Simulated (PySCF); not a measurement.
# BHOF2 (difluorohydroxyborane) at 6 levels

We compute a comparison of 6 runs (B3LYP/6-31G*, M06-2X/pcseg-1, PBE0/def2-SVP, B3LYP/6-31+G*, MP2/STO-3G, CCSD(T)/6-311+G**) of BHOF2 (difluorohydroxyborane). 

The calculation is run with PySCF 2.14.0.

## (1) The system as given

BHOF2: 5 atoms, total charge 0, spin state singlet. SMILES: `OB(F)F`. Geometry: relaxed at PBE0-D4/def2-TZVP.

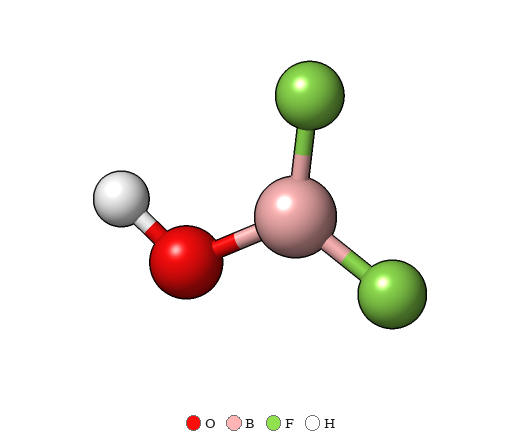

Viewed from a chosen angle; oxygen red, boron pink, fluorine green, hydrogen white.

## (2) Energy and forces at B3LYP/6-31G(d) (spherical functions) (run 1)

Contents of calc.py:

```python
# OB(F)F
from pyscf import gto, dft

mol = gto.Mole()
mol.atom = [
    ('O', (0.038630, 1.000750, 0.174310)),
    ('B', (0.105760, -0.342460, 0.137210)),
    ('F', (0.731030, -0.986880, 1.100700)),
    ('F', (-0.439530, -1.051930, -0.843330)),
    ('H', (-0.435890, 1.380520, -0.568880)),
]
mol.max_memory = 1860
mol.basis = '6-31g*'
mol.verbose = 4
mol.spin = 0
mol.charge = 0
mol.build()

mf = dft.RKS(mol)
mf.xc = 'b3lyp'
mf.conv_tol = 1e-10
mf.grids.level = 5
mf.kernel()
if not mf.converged:
    mf = mf.newton().run(mf.mo_coeff, mf.mo_occ)

etot = mf.e_tot
print(f'total energy: {etot:.8f} hartree')
grad = mf.nuc_grad_method().kernel()
mf.analyze()
```

Command:

```bash
$ OMP_NUM_THREADS=1 python calc.py
```

Standard output:

```text
PySCF version 2.14.0

[... 91 lines left out ...]
Two-electron Energy =                  227.217916199751215
[... 13 lines left out ...]
MO #10  energy= -0.522956672656191 occ= 2
[... 11 lines left out ...]
MO #22  energy= 0.381380723481335  occ= 0
[... 11 lines left out ...]
MO #34  energy= 1.28587545458866   occ= 0
[... 11 lines left out ...]
MO #46  energy= 1.91054729492976   occ= 0
[... 11 lines left out ...]
MO #58  energy= 3.33619095889191   occ= 0
[... 66 lines left out ...]
Dipole moment(X, Y, Z, Debye): -0.89182,  1.19969, -1.34313
```

It took 9.9 s on 1 thread of Arm Neoverse V2, shared host; peak memory 0.58 GiB.

## (3) Energy and gradient at M06-2X/pcseg-1 (run 2)

Contents of input.py:

```python
import pyscf.grad
from pyscf import gto, dft

molecule = gto.Mole()
molecule.atom = '''
O      0.073000     1.891143     0.329398
B      0.199857    -0.647156     0.259289
F      1.381446    -1.864933     2.080022
F     -0.830591    -1.987860    -1.593663
H     -0.823713     2.608805    -1.075027
'''
molecule.basis = 'pcseg-1'
molecule.max_memory = 1860
molecule.verbose = 3
molecule.unit = 'bohr'
molecule.build()

mf = dft.RKS(molecule, xc='m06-2x')
mf.conv_tol = 1e-10
mf.grids.level = 5
mf.kernel()
if not mf.converged:
    mf = mf.newton().run(mf.mo_coeff, mf.mo_occ)

e_tot = mf.e_tot
print('Final energy', e_tot)
grad = mf.Gradients().kernel()
mf.analyze()
```

Command:

```bash
$ OMP_NUM_THREADS=1 python input.py
```

Standard output:

```text
converged SCF energy = -300.389564807323
[... 15 lines left out ...]
MO #6   energy= -1.36349996748892  occ= 2
[... 10 lines left out ...]
MO #17  energy= 0.0573242914864198 occ= 0
[... 10 lines left out ...]
MO #28  energy= 0.909444202060329  occ= 0
[... 10 lines left out ...]
MO #39  energy= 1.72824943018642   occ= 0
[... 10 lines left out ...]
MO #50  energy= 2.55181618818319   occ= 0
[... 10 lines left out ...]
MO #61  energy= 3.67383627518402   occ= 0
[... 6 lines left out ...]
Dipole moment(X, Y, Z, Debye): -0.92584,  1.32414, -1.38565
```

Run time: 18 s. Hardware: 1 thread of Arm Neoverse V2, shared host; peak memory 0.61 GiB.

Runs 3 to 4 aren't shown in full; the table further down has their settings and results.

## (4) Energy and forces at MP2/STO-3G (run 5)

Contents of run.py:

```python
import pyscf.grad
from pyscf import gto, mp

system = gto.Mole()
system.atom = '''
O      0.038630     1.000750     0.174310
B      0.105760    -0.342460     0.137210
F      0.731030    -0.986880     1.100700
F     -0.439530    -1.051930    -0.843330
H     -0.435890     1.380520    -0.568880
'''
system.max_memory = 1860
system.charge = 0
system.verbose = 4
system.spin = 0
system.basis = 'sto-3g'
system.build()

mf = system.RHF()
mf.conv_tol = 1e-10
mf.kernel()
if not mf.converged:
    mf = mf.newton().run(mf.mo_coeff, mf.mo_occ)

pt = mp.MP2(mf, frozen=4).run()
e_tot = pt.e_tot
print('E(%s) = %.9f' % ('MP2', e_tot))
grad = pt.Gradients().kernel()
dip = mf.dip_moment()
pop, q = mf.mulliken_pop()
```

Command:

```bash
$ OMP_NUM_THREADS=1 python run.py
```

Standard output:

```text
PySCF version 2.14.0

[... 57 lines left out ...]
converged SCF energy = -295.036703241226
[... 17 lines left out ...]
Dipole moment(X, Y, Z, Debye): -0.74684,  0.76284, -1.15143
[... 27 lines left out ...]
charge of    4H =      0.22000
```

Wall time 0.82 s (1 thread of Arm Neoverse V2, shared host); peak memory 0.12 GiB.

## (5) The energy at CCSD(T)/6-311+G(d,p) (run 6)

Contents of input.py:

```python
from pyscf import gto, cc

mol = gto.M(
    atom=[
    ('O', (0.038630, 1.000750, 0.174310)),
    ('B', (0.105760, -0.342460, 0.137210)),
    ('F', (0.731030, -0.986880, 1.100700)),
    ('F', (-0.439530, -1.051930, -0.843330)),
    ('H', (-0.435890, 1.380520, -0.568880)),
],
    max_memory=1860,
    verbose=4,
    basis='6-311+g**',
)

mf = mol.RHF()
mf.conv_tol = 1e-10
mf.kernel()
if not mf.converged:
    mf = mf.newton().run(mf.mo_coeff, mf.mo_occ)

mycc = cc.CCSD(mf, frozen=4)
mycc.kernel()
e_t = mycc.ccsd_t()
e_final = mycc.e_tot + e_t
print('Final energy', e_final)
dip = mf.dip_moment()
pop, q = mf.mulliken_pop()
```

Command:

```bash
$ OMP_NUM_THREADS=1 python input.py
```

Standard output:

```text
PySCF version 2.14.0

[... 61 lines left out ...]
converged SCF energy = -299.283287268511
[... 12 lines left out ...]
Init t2, MP2 energy = -299.980689730356  E_corr(MP2) -0.697402461844656
[... 12 lines left out ...]
CCSD converged
[... 2 lines left out ...]
Final energy -300.0030047185401
Dipole moment(X, Y, Z, Debye): -0.95130,  1.34809, -1.42515
[... 100 lines left out ...]
charge of    4H =      0.29233
```

It took 45 s on 1 thread of Arm Neoverse V2, shared host; peak memory 0.57 GiB.

## (6) All runs side by side

```tsv
run	level	integration grid	frozen core orbitals	energy (Eh)	dipole moment (D) of the reference	HOMO energy (eV)	LUMO energy (eV)	wall time
1	B3LYP/6-31G* (spherical functions)	5	–	-300.524143	2.01	-9.88	1.60	9.9 s
2	M06-2X/pcseg-1	5	–	-300.389565	2.13	-12.49	1.56	18 s
3	PBE0/def2-SVP	5	–	-300.007498	2.10	-10.48	1.28	9.9 s
4	B3LYP/6-31+G* (spherical functions)	5	–	-300.550264	2.11	-10.50	-0.67	14 s
5	MP2/STO-3G	–	4	-295.150125	1.57	-11.30	9.89	0.82 s
6	CCSD(T)/6-311+G**	–	4	-300.003005	2.18	-15.42	1.24	45 s
```

## (7) Results

| quantity | value |
| --- | --- |
| run 6: total energy | -300.00300 Eh |
| run 6: dipole moment (Hartree–Fock density) | 2.18 D |
| run 6: HOMO energy (Hartree–Fock orbitals) | -15.42 eV |
| run 6: LUMO energy (Hartree–Fock orbitals) | 1.24 eV |
| run 6: HOMO–LUMO gap (Hartree–Fock orbitals) | 16.66 eV |
| run 6: correlation energy (4 core orbitals frozen) | -719.7 mEh |
| run 6: (T) correction | -18.62 mEh |
| run 6: T1 diagnostic | 0.013 |

What this shows: Over runs 1, 2, 3, 4 the dipole moment (its size) runs from 2.01 D (B3LYP/6-31G*) to 2.13 D (M06-2X/pcseg-1). The two ends differ in method and basis. Over runs 1, 2, 3, 4 the HOMO–LUMO gap runs from 9.83 eV (B3LYP/6-31+G*) to 14.05 eV (M06-2X/pcseg-1). Totals of different functionals can't be ranked against each other. In run 5 the basis is minimal, so the values are rough. All runs together took 98 s, the longest 45 s.
